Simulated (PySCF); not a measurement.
# CH₇NOSi₂: runs on many settings, part 2 of 2

PySCF 2.14.0. Atoms count from 0. Earlier steps stand in the parts before.

## (5) Spin-spin couplings: CAM-B3LYP/pcSseg-0

What the job is given:

```
{"job": {"kind": "j", "xc": "CAM-B3LYP", "basis": "pcSseg-0"}, "charge": 0, "multiplicity": 1}
N     -2.412224    -0.428513    -0.043876
C     -1.083696    -0.632486    -0.167507
O     -0.634064    -1.717836    -0.494617
Si     0.105029     0.836666     0.179737
Si     2.234991    -0.021461    -0.025707
H     -2.780770     0.466249     0.221868
H     -3.057229    -1.183419    -0.227677
H     -0.303438     1.893638    -0.762176
H     -0.305080     1.371975     1.490507
H      3.223878     1.001289     0.345713
H      2.465622    -1.165540     0.856261
H      2.548179    -0.421247    -1.398552
```

Level: CAM-B3LYP/pcSseg-0 indirect spin-spin coupling, non-relativistic, gas phase.

Output:

```text
coarse grid: 10824 points
cycle   1  E = -749.9112799981  dE =  4.937e-01  |g| = 8.377e-01  |ddm| = 3.416e+00
cycle   2  E = -749.5478688520  dE =  3.634e-01  |g| = 1.637e+00  |ddm| = 3.484e+00
cycle   3  E = -750.0645756328  dE = -5.167e-01  |g| = 9.322e-02  |ddm| = 2.481e+00
cycle   4  E = -750.0659153259  dE = -1.340e-03  |g| = 6.204e-02  |ddm| = 1.411e-01
cycle   5  E = -750.0666616919  dE = -7.464e-04  |g| = 9.383e-03  |ddm| = 5.446e-02
cycle   6  E = -750.0666856550  dE = -2.396e-05  |g| = 3.415e-03  |ddm| = 1.866e-02
cycle   7  E = -750.0666895340  dE = -3.879e-06  |g| = 7.204e-04  |ddm| = 1.186e-02
final grid: 94864 points
cycle   8  E = -750.1119974356  dE = -9.597e-06  |g| = 2.304e-03  |ddm| = 1.010e-02
cycle   9  E = -750.1119975103  dE = -7.468e-08  |g| = 2.442e-03  |ddm| = 4.131e-03
cycle  10  E = -750.1119986198  dE = -1.110e-06  |g| = 4.698e-04  |ddm| = 2.123e-03
cycle  11  E = -750.1119986597  dE = -3.986e-08  |g| = 1.834e-04  |ddm| = 6.661e-04
cycle  12  E = -750.1119986668  dE = -7.099e-09  |g| = 5.891e-05  |ddm| = 3.557e-04
cycle  13  E = -750.1119986678  dE = -9.620e-10  |g| = 1.148e-05  |ddm| = 9.192e-05
converged SCF energy = -750.1119986678

Indirect spin-spin couplings (Hz)
  i      j    bonds     total        FC       PSO       DSO        SD
  0 N    1 C    1    -31.193   -35.005     3.675    -0.121     0.259
  0 N    2 O    2      6.798     8.962    -3.490    -0.016     1.341
  0 N    3 Si   2     29.760    29.856    -0.028    -0.004    -0.065
  0 N    4 Si   3      1.646     1.664     0.006    -0.019    -0.006
  0 N    5 H    1    -92.418   -89.460    -2.630    -0.415     0.086
  0 N    6 H    1    -92.057   -89.293    -2.471    -0.412     0.119
  0 N    7 H    3      0.668     0.638     0.010     0.003     0.016
  0 N    8 H    3      0.777     0.758     0.010    -0.007     0.016
  0 N    9 H    4     -0.252    -0.328    -0.028     0.106    -0.002
  0 N   10 H    4      0.193     0.143    -0.025     0.074    -0.000
  1 C    2 O    1     32.913    14.826    18.229    -0.142         -
  1 C    3 Si   1   -133.213  -131.938     0.735    -0.144    -1.865
  1 C    4 Si   2     -1.906    -1.968     0.025    -0.010     0.046
  1 C    5 H    2      1.890     3.573    -1.245    -0.438         -
  1 C    6 H    2     -3.786    -2.115    -1.197    -0.475         -
  1 C    7 H    2     -1.403    -1.430    -0.047     0.074         -
  1 C    8 H    2     -0.758    -0.769    -0.055     0.067         -
  1 C    9 H    3      6.847     7.107     0.012    -0.272         -
  1 C   10 H    3     -0.515    -0.469    -0.068     0.022         -
  1 C   11 H    3     -0.739    -0.662    -0.063    -0.013         -
  2 O    3 Si   2     21.079    19.796     0.308    -0.012     0.986
  2 O    4 Si   3      2.839     2.890    -0.067     0.009     0.007
  2 O    5 H    3     -0.195    -2.396     1.773     0.427         -
  2 O    6 H    3      1.974    -0.207     2.124     0.057         -
  2 O    7 H    3     -1.861    -2.207     0.168     0.178         -
  2 O    8 H    3     -2.260    -2.635     0.180     0.195         -
  2 O    9 H    4     -0.933    -1.110     0.016     0.161         -
  2 O   10 H    4     -0.591    -0.571     0.058    -0.078         -
  2 O   11 H    4     -0.416    -0.422     0.062    -0.056         -
  3 Si   4 Si   1    237.741   236.326    -1.679     0.037     3.058
  3 Si   5 H    3      1.132     1.162    -0.077    -0.063     0.110
  3 Si   6 H    3     -9.833    -9.923    -0.178     0.372    -0.105
  3 Si   7 H    1   -243.884  -243.902    -0.033    -0.329     0.381
  3 Si   8 H    1   -241.256  -241.271    -0.037    -0.330     0.382
  3 Si   9 H    2     -9.980   -10.082     0.077     0.104    -0.079
  3 Si  10 H    2     -0.477    -0.521    -0.009     0.125    -0.071
  3 Si  11 H    2     -0.684    -0.743     0.006     0.125    -0.072
  4 Si   5 H    4     -0.782    -0.857    -0.061     0.187    -0.051
  4 Si   6 H    4     -2.299    -2.433    -0.086     0.211     0.009
  4 Si   7 H    2     -6.652    -6.747    -0.014     0.175    -0.066
  4 Si   8 H    2     -7.283    -7.377    -0.017     0.177    -0.066
  4 Si   9 H    1   -233.266  -232.962    -0.392    -0.226     0.314
  4 Si  10 H    1   -282.986  -282.866    -0.174    -0.236     0.289
  4 Si  11 H    1   -279.337  -279.205    -0.191    -0.233     0.292
  5 H    6 H    2     -2.868    -0.328     2.837    -5.377         -
  5 H    7 H    4      0.481    -0.078    -0.278     0.837         -
  5 H    8 H    4      0.669    -0.059    -0.343     1.072         -
  5 H    9 H    5     -0.453     0.199     0.182    -0.834         -
  5 H   10 H    5     -0.619    -0.002     0.247    -0.864         -
  5 H   11 H    5     -0.657    -0.010     0.245    -0.892         -
  6 H    7 H    4     -1.339    -0.407     0.497    -1.430         -
  6 H    8 H    4     -1.290    -0.353     0.510    -1.447         -
  6 H    9 H    5     -0.159     0.657     0.294    -1.111         -
  6 H   10 H    5     -0.625    -0.108     0.260    -0.777         -
  6 H   11 H    5     -0.648    -0.089     0.265    -0.825         -
  7 H    8 H    2     -8.258    -7.253     0.150    -1.155         -
  7 H    9 H    3     -1.024    -0.525     0.067    -0.566         -
  7 H   10 H    3      8.327     9.921     0.239    -1.833         -
  7 H   11 H    3      0.156     0.491     0.030    -0.366         -
  8 H    9 H    3     -0.670    -0.301     0.039    -0.409         -
  8 H   10 H    3     -0.562    -0.092     0.056    -0.526         -
  8 H   11 H    3      8.476    10.068     0.234    -1.827         -
  9 H   10 H    2     -7.271    -5.825     0.216    -1.662         -
  9 H   11 H    2     -7.412    -5.975     0.218    -1.654         -
 10 H   11 H    2     -7.227    -5.649     0.214    -1.792         -
```

Wall time 13 s (1 thread of Intel Xeon Platinum 8259CL at 2.50GHz, shared host); peak memory 0.49 GiB.

The basis is not made for couplings: without tight functions at the nuclei these values are rough.

A choice of the couplings up to four bonds, sorted by the number of bonds, with means over like pairs; isotopes 13C, 1H, 15N, 17O, 29Si:

```
   pair  bonds  J (Hz)  Fermi contact (Hz)  dihedral (°)
 Si4–H9      1  -265.2              -265.0             –
 Si3–H7      1  -242.6              -242.6             –
Si3–Si4      1   237.7               236.3             –
 C1–Si3      1  -133.2              -131.9             –
  N0–H5      1   -92.2               -89.4             –
  C1–O2      1    32.9                14.8             –
  N0–C1      1   -31.2               -35.0             –
 N0–Si3      2    29.8                29.9             –
 O2–Si3      2    21.1                19.8             –
  H7–H8      2    -8.3                -7.3             –
 H9–H10      2    -7.3                -5.8             –
 Si4–H7      2    -7.0                -7.1             –
  N0–O2      2     6.8                 9.0             –
 Si3–H9      2    -3.7                -3.8             –
  H5–H6      2    -2.9                -0.3             –
 C1–Si4      2    -1.9                -2.0             –
 Si3–H5      3    -4.4                -4.4             –
 O2–Si4      3     2.8                 2.9            -4
  H7–H9      3     2.5                 3.3             –
  O2–H7      3    -2.1                -2.4           122
  C1–H9      3     1.9                 2.0             –
 N0–Si4      3     1.6                 1.7           177
 Si4–H5      4    -1.5                -1.6             –
```

Means hide unlike values in this fixed geometry: Si3–H9 from -10.0 to -0.5 Hz; Si3–H5 from -9.8 to 1.1 Hz; H7–H9 from -1.0 to 8.5 Hz. They hold only if the pairs exchange fast.

The spin-dipole term was solved for some atoms only; pairs without it lack that part.

The response was solved for the nuclei of C, H, N, Si alone, so couplings that need other nuclei can be missing.

Quadrupole couplings from the field gradients of the same density:

```
atom  isotope  eQq/h (MHz)     η
  O2      17O         11.0  0.05
  N0      14N       -5.363  0.03
```

Shifts (PBE0/pcSseg-1, scaled to CDCl3 for protons on carbon, raw for the others) and these couplings together give the proton spectrum at 600 MHz below.

1H NMR δ 5.30 (br s, 2H), 4.36 (q, J = 2.5 Hz, 2H), 3.53 (t, J = 2.5 Hz, 3H). The letters are first-order; like nuclei with unlike couplings give more lines.

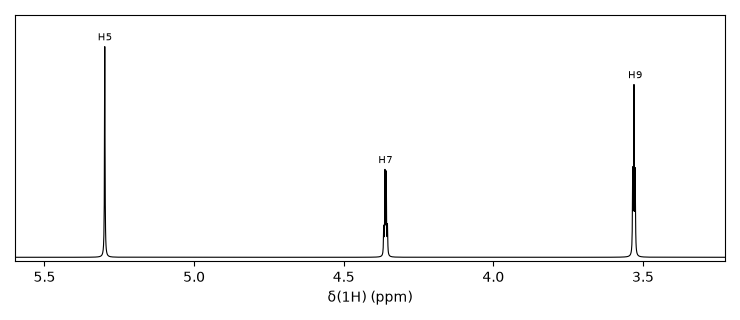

Simulated proton spectrum at 600 MHz, by exact diagonalisation of each spin system; lines 1.2 Hz wide, exchangeable protons uncoupled.

## (6) Shielding tensors: PBE0/SBKJC-VDZ

The job, as its differences from that of step 5:

```diff
@@ -1,2 +1,2 @@
-{"job": {"kind": "j", "xc": "CAM-B3LYP", "basis": "pcSseg-0"}, "charge": 0, "multiplicity": 1}
+{"job": {"kind": "nmr", "xc": "PBE0", "basis": "SBKJC-VDZ", "pop": false, "gauge": [2, 0, 0], "scf": {"max_cycle": 67}}, "charge": 0, "multiplicity": 1}
 N     -2.412224    -0.428513    -0.043876
```

Method: common gauge origin PBE0/SBKJC-VDZ NMR shielding, non-relativistic, gas phase.

Output:

```text
final grid: 94864 points
cycle   1  E = -42.6516827281  dE = -2.181e+00  |g| = 1.595e+00  |ddm| = 5.892e+00
cycle   2  E = -42.2682339850  dE =  3.834e-01  |g| = 1.908e+00  |ddm| = 4.782e+00
cycle   3  E = -43.2894356743  dE = -1.021e+00  |g| = 3.063e-01  |ddm| = 2.571e+00
cycle   4  E = -43.2950115457  dE = -5.576e-03  |g| = 2.832e-01  |ddm| = 8.496e-01
cycle   5  E = -43.3133370012  dE = -1.833e-02  |g| = 2.949e-02  |ddm| = 3.662e-01
cycle   6  E = -43.3136967872  dE = -3.598e-04  |g| = 4.609e-03  |ddm| = 7.900e-02
cycle   7  E = -43.3137047130  dE = -7.926e-06  |g| = 2.170e-03  |ddm| = 1.088e-02
cycle   8  E = -43.3137058938  dE = -1.181e-06  |g| = 4.602e-04  |ddm| = 3.535e-03
cycle   9  E = -43.3137059725  dE = -7.879e-08  |g| = 5.859e-05  |ddm| = 9.837e-04
cycle  10  E = -43.3137059743  dE = -1.720e-09  |g| = 2.081e-05  |ddm| = 1.956e-04
cycle  11  E = -43.3137059744  dE = -1.436e-10  |g| = 4.241e-06  |ddm| = 5.251e-05
converged SCF energy = -43.3137059744

GIAO shielding tensors (ppm)
atom      isotropic    diamagn.    paramagn.     s11        s22        s33       span
  0 N          nan         nan         nan        nan        nan        nan        nan
  1 C          nan         nan         nan        nan        nan        nan        nan
  2 O          nan         nan         nan        nan        nan        nan        nan
  3 Si         nan         nan         nan        nan        nan        nan        nan
  4 Si         nan         nan         nan        nan        nan        nan        nan
  5 H      -32.594     -58.608      26.014   -177.402    -57.356    136.975    314.377
  6 H     -111.236    -169.130      57.893   -260.745   -149.434     76.470    337.215
  7 H       38.819      48.758      -9.939     -0.277     32.809     83.925     84.201
  8 H       39.219      49.919     -10.700     -0.302     31.737     86.223     86.525
  9 H       43.745      57.451     -13.705     35.343     42.524     53.369     18.026
 10 H       51.029      69.546     -18.516     27.779     54.644     70.665     42.887
 11 H       49.446      66.907     -17.461     27.438     53.161     67.740     40.301
```

Wall time 2.9 s (1 thread of Intel Xeon Platinum 8259CL at 2.50GHz, shared host); peak memory 0.47 GiB.

The run ended normally, but its values are not to be used for the molecule: the shieldings of some atoms came out as not-a-number; a common gauge origin replaces GIAOs, so the shieldings depend on where the origin lies; the basis SBKJC-VDZ leaves the core to a potential or lacks core functions, which properties at the nuclei need.

## (7) Comparing the runs: electronic excitations

Excitations and ground-state properties, with basis size and wall time:

```
           run  lowest singlet (eV)  brightest (eV)      f  gap (eV)  α (Å³)  μ (D)  functions   time
PBE0/def2-SVPD                 4.74            6.43  0.061      6.65   12.25   3.28        167   19 s
    PBE0/6-31G                 4.94            9.25  0.325      6.95    9.82   3.40         67  9.1 s
```

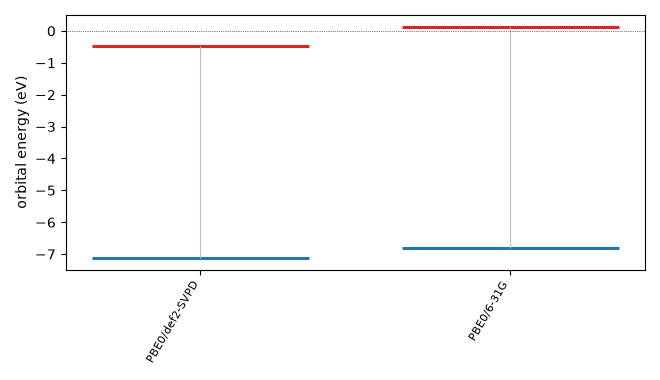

HOMO (blue) and LUMO (red) run by run.

## (8) Summary of results

This closing draws on all 2 parts.

| quantity | value |
| --- | --- |
| 13C shifts against TMS (PBE0/pcSseg-1) | 183.0 ppm |
| 1H shifts against TMS (PBE0/pcSseg-1, means over atoms taken as alike) | 5.30, 4.36, 3.53 ppm |
| 15N shifts against NH3 (PBE0/pcSseg-1) | 132.7 ppm |
| 17O shifts against H2O (PBE0/pcSseg-1) | 518.7 ppm |
| 29Si shifts against TMS (PBE0/pcSseg-1) | -85.7, -118.4 ppm |
| lowest singlet (PBE0/def2-SVPD) | 4.74 eV (262 nm), f = 0.002 |
| brightest single state of those computed | state 4, 6.43 eV, f = 0.061 |
| lowest triplet | 4.10 eV |
| largest coupling of the table (CAM-B3LYP/pcSseg-0) | 1J(Si,H) Si4–H9, -265.2 Hz (mean over like pairs) |
| range of the lowest singlet | 4.74 to 4.94 eV |
| property runs in this session | 5, of which 0 failed and 1 gave unsound results |

**Reading.** Single values in the summary come from the first sound run of each kind (PBE0/pcSseg-1; PBE0/def2-SVPD; CAM-B3LYP/pcSseg-0), which need not be the best level. At PBE0/pcSseg-1: The largest span, 903 ppm, is at O2, where the paramagnetic term is -584 ppm. The lowest singlet, at 4.74 eV, is HOMO→LUMO 0.91 and is weak; of the 6 states computed, the strongest absorption comes from state 4 at 6.43 eV. The lowest triplet lies 0.64 eV below the lowest singlet (triplets in Tamm-Dancoff, singlets in full TDDFT). In the run at CAM-B3LYP/pcSseg-0, the largest coupling of the table is Si4–H9 (mean over like pairs), -265.2 Hz, of which the Fermi-contact term gives -265.0 Hz. Couplings across rotatable bonds belong to this one conformer; where others are populated, the observed values are averages. The lowest singlet runs from 4.74 eV (PBE0/def2-SVPD) to 4.94 eV (PBE0/6-31G), while the orbital gap spans 6.65 to 6.95 eV. The lowest state need not be the same one in every run. The runs solved for a few states only, so the brightest column depends on that window. Couplings from bases without tight functions are rough.
